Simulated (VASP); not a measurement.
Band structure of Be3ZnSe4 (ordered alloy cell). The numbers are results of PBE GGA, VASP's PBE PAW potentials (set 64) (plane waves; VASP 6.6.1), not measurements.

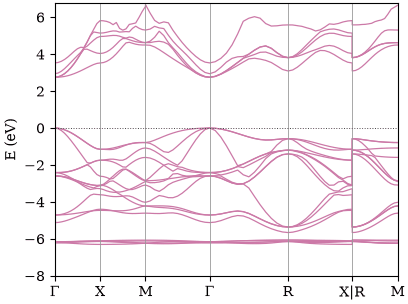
Bands along high-symmetry lines, zero at the valence-band maximum or, without a gap, the Fermi level

**Question.** Read the plot: is there a gap, and where are the band edges?

**Answer.** The gap is direct, 2.75 eV, from the valence maximum at Γ to the conduction minimum at Γ. (Edges off the drawn lines would not show.)

The structure was generated: Be3ZnSe4 was put into an ordered model structure (P-43m), which need not be its known phase. It was relaxed first.
